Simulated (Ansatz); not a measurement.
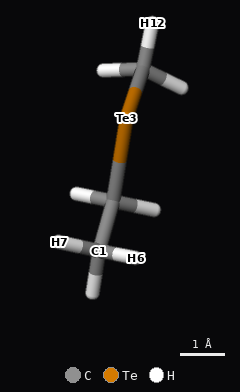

Starting structure of C3H8Te. A stick model, seen from a free direction.

The start comes from PBE-D4/def2-SVP.

Level of theory: Ansatz 0.2.0, RKS PBE0-D4/def2-TZVP.

Input file:
```yaml
crystal:
  periodic: [false, false, false]
  atoms:
    - {symbol: C, position_ang: [-0.206092, 2.142959, 0.062738]}
    - {symbol: C, position_ang: [-0.384737, 0.644934, -0.147005]}
    - {symbol: Te, position_ang: [1.315658, -0.488491, 0.656786]}
    - {symbol: C, position_ang: [0.490943, -2.412127, 0.061171]}
    - {symbol: H, position_ang: [-1.075058, 2.699693, -0.348106]}
    - {symbol: H, position_ang: [-0.125301, 2.403210, 1.138373]}
    - {symbol: H, position_ang: [0.702866, 2.525811, -0.445559]}
    - {symbol: H, position_ang: [-1.287025, 0.259675, 0.367660]}
    - {symbol: H, position_ang: [-0.454067, 0.382999, -1.221254]}
    - {symbol: H, position_ang: [0.386146, -2.453490, -1.038754]}
    - {symbol: H, position_ang: [-0.487058, -2.568173, 0.552919]}
    - {symbol: H, position_ang: [1.200627, -3.192202, 0.395031]}
basis:
  gaussian: {orbitals: def2-TZVP}
hamiltonian: {xc: pbe0, dispersion: d4}
relax: {f_tol: 0.005, max_steps: 150}
```

Launched with:
```bash
ansatz run in.yaml --threads 4 --pin off --events-out ev --progress --plain --max-ram 10444MiB
```

Predict the outcome.

Answer. The atom that moves furthest after the best rigid fit is H12 (0.053 Å). Largest moves by element: H 0.053 Å, Te 0.049 Å, C 0.028 Å. Near-neighbour distances that change, for instance: C2–Te3 2.196 → 2.151 Å, Te3–C4 2.176 → 2.137 Å, C1–H5 1.111 → 1.094 Å, C1–C2 1.523 → 1.515 Å. Over 5 geometry steps the energy falls by 6.39 kJ/mol. The largest force component goes from 0.66 to 0.0019 eV/Å.

History of the run:

| step | E − E(0), kJ/mol | largest force component, eV/Å |
| --- | --- | --- |
| 0 | 0.00 | 0.6640 |
| 1 | -5.55 | 0.3368 |
| 2 | -6.23 | 0.0847 |
| 3 | -6.35 | 0.0438 |
| 4 | -6.39 | 0.0295 |
| 5 | -6.39 | 0.0019 |

The structure at the end:

```xyz
12

C    -0.1992    2.1194    0.0646
C    -0.3893    0.6327   -0.1540
Te    1.2720   -0.4808    0.6368
C     0.4882   -2.3846    0.0656
H    -1.0478    2.6784   -0.3399
H    -0.1202    2.3614    1.1271
H     0.7037    2.4850   -0.4303
H    -1.2855    0.2661    0.3476
H    -0.4583    0.3902   -1.2150
H     0.3745   -2.4283   -1.0159
H    -0.4658   -2.5552    0.5606
H     1.2046   -3.1396    0.3867
```

After the run, drawn alike:

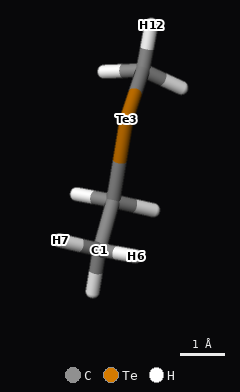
